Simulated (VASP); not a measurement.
Band structure of BeCd₃S₄ (ordered alloy cell). Computed with PBEsol GGA, VASP's PBE PAW potentials (set 64) (plane waves; VASP 6.6.1).

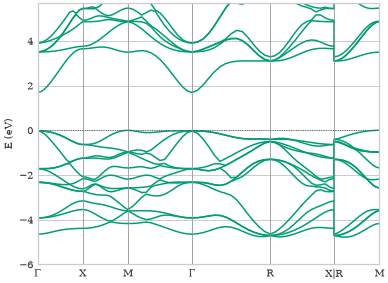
Fig. 1. Bands along high-symmetry lines, zero at the valence-band maximum or, without a gap, the Fermi level

Read the plot: is there a gap, and where are the band edges?

The gap is indirect, 1.69 eV, from the valence maximum at M to the conduction minimum at Γ. (Edges off the drawn lines would not show.)

The structure was generated: BeCd3S4 was put into an ordered model structure (P-43m), which need not be its known phase. It was relaxed first.
